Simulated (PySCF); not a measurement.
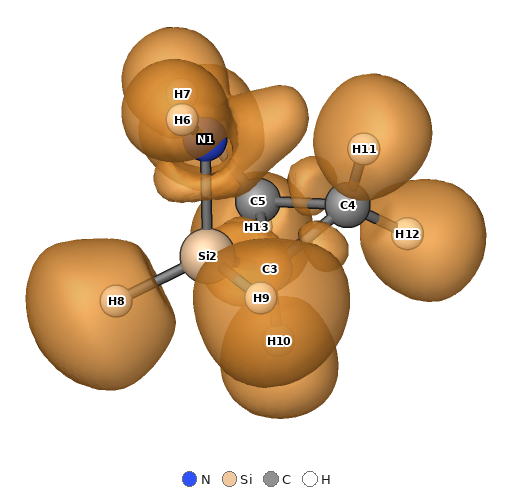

The picture shows: C₃H₉NSi (SMILES N[SiH2]C1CC1). Isosurface of the ELF at 0.8 (orange), seen at an oblique angle. Only the valence region is drawn (cores and ρ < 0.01 e/Å³ removed).

Geometry: GFN2-xTB, NEB image 0 of 0 to 8.

Theory: PBE0/pcSseg-1, SCF density, gas phase, non-relativistic (PySCF).

```xyz
14

N    -1.7057    0.4327    0.9236
Si   -1.2766   -0.6851   -0.3168
C     0.5740   -0.5125   -0.6081
C     1.5017   -0.1821    0.5262
C     1.2700    0.8180   -0.5566
H    -2.6381    0.3925    1.3011
H    -1.4188    1.3946    0.8371
H    -1.9651   -0.4923   -1.6067
H    -1.6030   -2.0004    0.2382
H     0.9765   -1.2030   -1.3407
H     1.0656    0.0095    1.4947
H     2.4603   -0.6786    0.5709
H     2.0678    1.0070   -1.2609
H     0.6907    1.6993   -0.3238
```

Question: Where are the electrons localised?

Answer: At this value the surface marks out three regions between bonded C–C atoms (shared pairs), one region between bonded C–Si atoms (shared pairs), seven regions around hydrogen nuclei and one joined region spread over several atoms (H, N), in which their bonds and any lone pairs are merged. Along the contacts the grid gives the following. C–C (1.49 Å): the ELF peaks at about 0.90 between the atoms; a shared electron pair. Si–N (1.72 Å): the ELF peaks at about 0.90 between the atoms: a shared but strongly polarised pair.
